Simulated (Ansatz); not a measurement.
## Electronic structure of GeH5NO in real space

Input

```
crystal:
  periodic: [false, false, false]
  atoms:
    - {symbol: Ge, position_ang: [-0.970744, 0.180929, 0.138899]}
    - {symbol: N, position_ang: [1.002608, -0.079959, 0.013928]}
    - {symbol: O, position_ang: [-0.901762, -0.781513, -1.269455]}
    - {symbol: H, position_ang: [0.464874, -0.644877, -0.888694]}
    - {symbol: H, position_ang: [-1.240841, 1.698841, 0.064395]}
    - {symbol: H, position_ang: [-1.428408, -0.403801, 1.492115]}
    - {symbol: H, position_ang: [1.476125, -0.668701, 0.688757]}
    - {symbol: H, position_ang: [1.598148, 0.699181, -0.240045]}
basis:
  gaussian: {orbitals: def2-TZVPP}
hamiltonian: {xc: pbe0, dispersion: d4}
output: {orbitals: {seedname: orbitals}}
```

Command:

```sh
ansatz run in.yaml --threads 4 --pin off --events-out ev --progress --plain --max-ram 9574MiB
```

A transition-state structure; geometry: PBE0-D4/def2-TZVP.

These are results of RKS PBE0-D4/def2-TZVPP (Ansatz), not measurements.

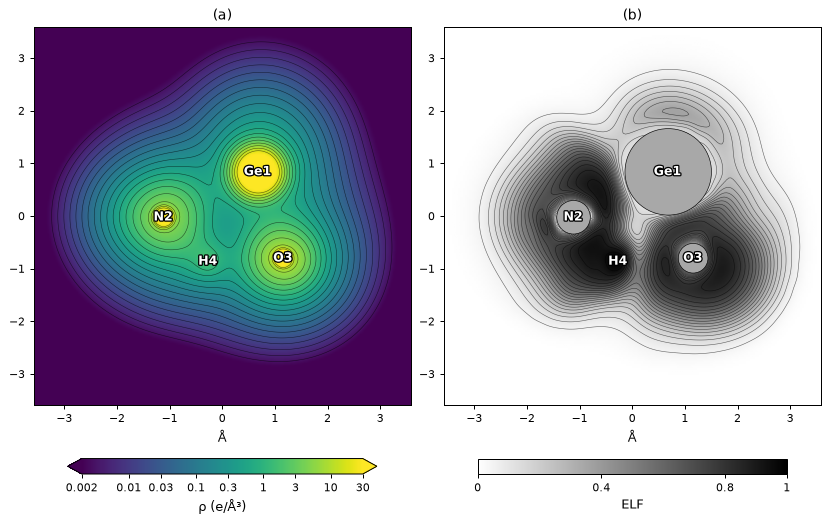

Figure 1. (a) total electron density; (b) electron localisation function on the plane of atoms N2, Ge1 and H4. Grey discs cover the atomic cores in the ELF map.

**Interpret the plot.**

The plane passes through Ge, N, O and H nuclei.
Ge1···H4 (1.95 Å): the density falls to about 0.44 e/Å³ on the way; the ELF climbs to about 0.90 towards the hydrogen.
Ge–O (1.71 Å): ρ at the midpoint is about 1.2 e/Å³; the ELF peaks at about 0.80 in the valence shell of O, 0.6 Å from its nucleus, and is about 0.35 at the midpoint.
Ge–N (1.99 Å): ρ at the midpoint is about 0.68 e/Å³; the ELF peaks at about 0.90 in the valence shell of N, 0.6 Å from its nucleus, and is about 0.45 at the midpoint.
The ELF also peaks beside O3, away from the bonds: lone-pair regions.

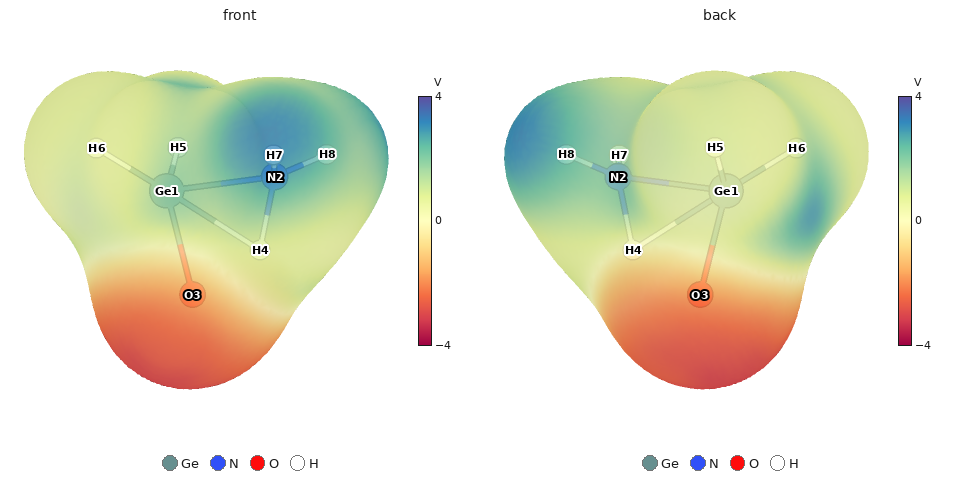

Figure 2. The molecular electrostatic potential painted on the density surface at 0.004 e/bohr³, seen from the front and from behind; the colour scale runs from red (negative) to blue (positive).

**Which sites attract a positive test charge, and which a negative one?**

A positive charge is drawn to the negative regions and a negative charge to the positive ones. The most negative region (about −3.0 V) lies over O3, the most positive (about +3.2 V) over H7 and H8. O3 is the likeliest acceptor of a hydrogen bond.

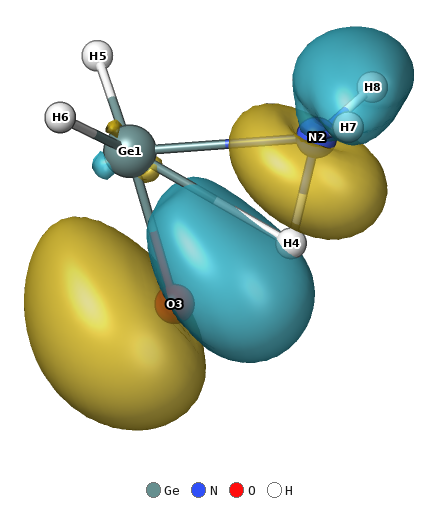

Figure 3. The HOMO−1 at ±0.1 Å⁻³ᐟ² (yellow and cyan are the two phases), seen at a tilt.

**What is the character of this orbital?**

Its weight (Hirshfeld) is mainly on O3 (about 70 %) and N2 (about 15 %); largely a lone pair of O3. Its energy is −7.13 eV.
